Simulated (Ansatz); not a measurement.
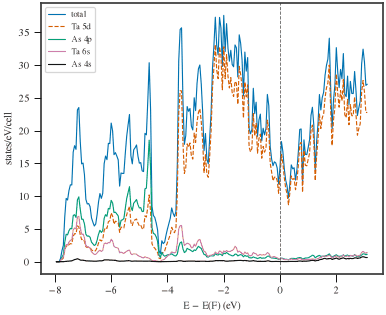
Total and projected density of states of Ta₃As in space group P4_2/n (No. 86; Ta on 8g, Ta on 8g, Ta on 8g, As on 8g), r²SCAN in the plane-wave PAW code Ansatz

Task: Which orbitals carry the states next to the Fermi level?

Result: Within 0.5 eV of the Fermi level: Ta 5d 87 %. Projections are on Löwdin-orthogonalised atomic valence shells; empty p or d shells of many metals are not among them.

Task: Where is the tallest occupied peak in this window, and what makes it?

Result: Near -2.0 eV, about 38 states/eV per cell; the largest projected share is Ta 5d.

The first step of the workflow began from a Materials Project structure, measured or hypothetical; the Crystallography Open Database copy checked does not list it. Its standing as an ambient phase is unchecked. Symmetry was held in the r²SCAN relaxation; its stability against distortions is not shown here. No spin polarisation was allowed. Scalar-relativistic: spin–orbit coupling is off unless named, which matters more the heavier the elements.

Potentials: the later of the program's two PAW sets.
